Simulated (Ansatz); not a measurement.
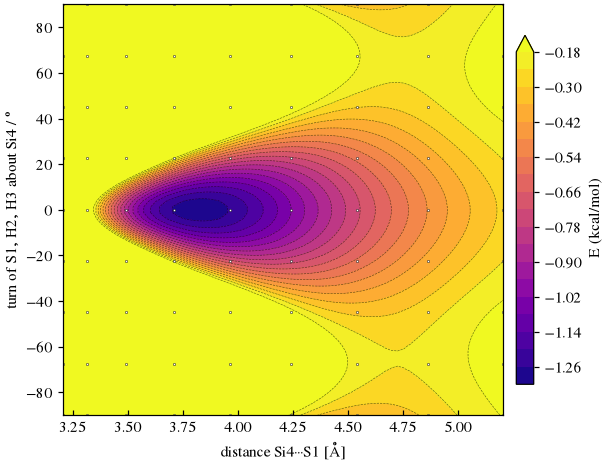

The pair H₂S···H₄Si. 
- The turn is about an axis along (−0.11, 0.99, −0.13) in the frame of the relaxed pair, normal to the line between the partners.
- The first coordinate is: distance Si4···S1; the second: turn of S1, H2, H3 about Si4.
- The scan uses a 9 × 9 grid.
- Points are written as (first, second).
- Energies: kcal/mol, counted from the two partners far apart, frozen as in the relaxed pair, each in its own basis (no counterpoise correction).
- These are results of RKS B3LYP-D4/def2-TZVPD (Ansatz), not measurements.

Drawn: filled contours, dots at the grid points, one colour for all values above the top of the scale. Between grid points the surface is interpolated.

Where is the minimum, and how stiff is the well along each coordinate?

Answer. The interpolated minimum is at distance Si4···S1 ≈ 3.817 Å, turn of S1, H2, H3 about Si4 ≈ 0.0°. The curvatures there are about 0.24 eV/Å² and 0.47 eV/rad², with a cross term of about 0 eV/(Å·rad). Round the minimum the two coordinates are nearly uncoupled. (1 eV is 23.1 kcal/mol.)
